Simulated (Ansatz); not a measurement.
# The potential step between two gates: 1T-HfO2 under 2H-MoS2, AA'

Two oppositely charged gates put a neutral stack in a displacement field D. The voltage between them is D/ε₀ times an electrical distance, shorter than the real one because the stack screens.

Set-up. Ansatz 0.2.0, plane waves with PAW datasets (its set soft_2), LDA; isolated slab, charged sheets 5 Å from the outer atoms behind model barriers, atoms held. Voltages count from the uncharged case.

```
  run  D/ε₀ (V/nm)  step in an electron's potential, upper less lower gate (eV)
run 1       −3.619                                                       −3.505
run 2       −1.810                                                       −1.753
run 3        0.000                                                        0.000
run 4        1.810                                                        1.752
run 5        3.619                                                        3.504
run 6        5.428                                                            ?
```

Q: Estimate the withheld value from the rows shown.

A least-squares line through the 5 rows shown has slope 0.9683 and intercept −0.0004; no row lies more than 0.001 eV off it. The size of the slope, 0.968 nm, is the electrical distance; the sheets are 1.772 nm apart, and screening reaches beyond the outer atoms. At 5.428 it gives 0.9683 × 5.428 + (−0.0004) = 5.256 eV, beyond the rows fitted. Rounding and scatter of the rows alone allow about ±0.001 eV there.

The run itself gives 5.253 eV: a miss of −0.003 eV, or 0.1 % of the value. Screening stays linear to within 1 % over this range.

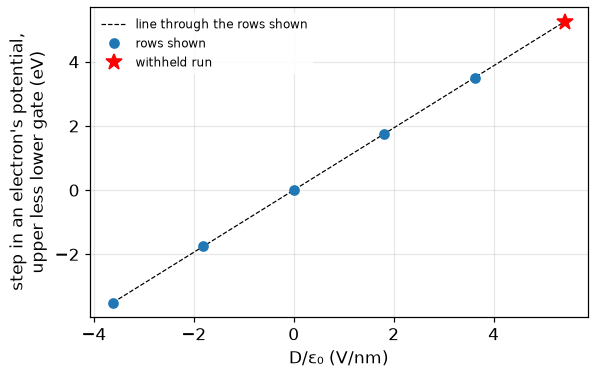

The fit and the withheld run.

**Limits.** The gates are model sheets, not atoms. Spin-orbit coupling is left out, which changes the bands of elements this heavy.

[Logs are printed without paths, hosts, clocks, repeated set-up lines and the standing remarks that a program may print on its own settings, such as how far it seeks lower states.]
